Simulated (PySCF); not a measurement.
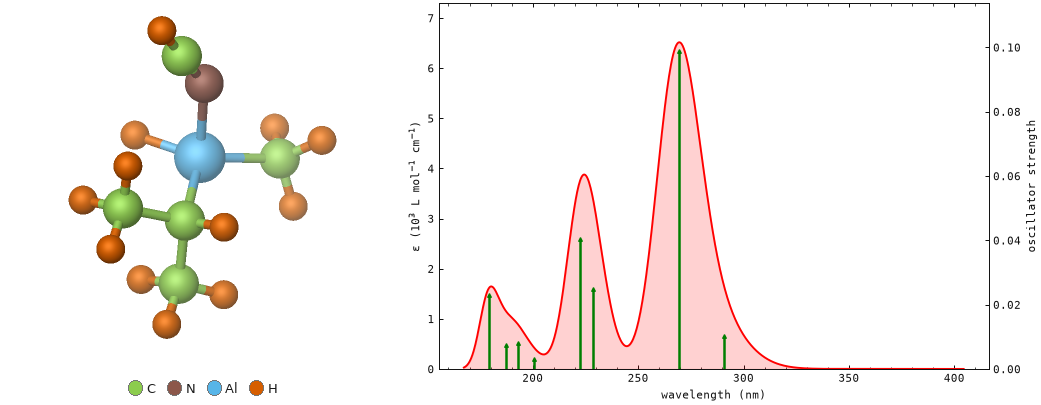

Computed absorption of C₅H₁₂AlN, SMILES C#[N+][Al@@H-]([CH3])[CH](C)C, singlet. Vertical TDDFT excitations, CAM-B3LYP/def2-SVPD, PySCF, at a GFN2-xTB geometry (no frequency check), gas phase. The lowest 8 singlet states are shown; each is broadened by a Gaussian of 1/e half-width 0.25 eV. Sticks give oscillator strengths (right axis).

Q: Where is the maximum of the broadened curve, and how high is it?

A: At about 4.6 eV (270 nm), with ε near 6500 L mol⁻¹ cm⁻¹.

Q: Where is the lowest singlet, and is it bright?

A: S1 lies at 4.27 eV (291 nm) with f = 0.010, mainly HOMO → LUMO (87 %); it is weak.

Q: List the transitions behind the spectrum.

A:
| state | E (eV) | λ (nm) | f | main character |
| --- | --- | --- | --- | --- |
| S1 | 4.27 | 291 | 0.010 | HOMO → LUMO (87 %) |
| S2 | 4.61 | 269 | 0.099 | HOMO → LUMO+1 (86 %) |
| S3 | 5.43 | 228 | 0.025 | HOMO−1 → LUMO (83 %) |
| S4 | 5.58 | 222 | 0.040 | HOMO−1 → LUMO+1 (84 %) |
| S5 | 6.18 | 201 | 0.003 | HOMO → LUMO+2 (68 %) |
| S6 | 6.43 | 193 | 0.008 | HOMO → LUMO+4 (76 %) |
| S7 | 6.61 | 187 | 0.007 | HOMO → LUMO+3 (71 %) |
| S8 | 6.91 | 179 | 0.023 | HOMO → LUMO+5 (73 %) |

Known limits of this run: the tight-binding geometry is rougher than a DFT one and adds to the error; one conformer of a flexible molecule; core orbitals are frozen in the response.
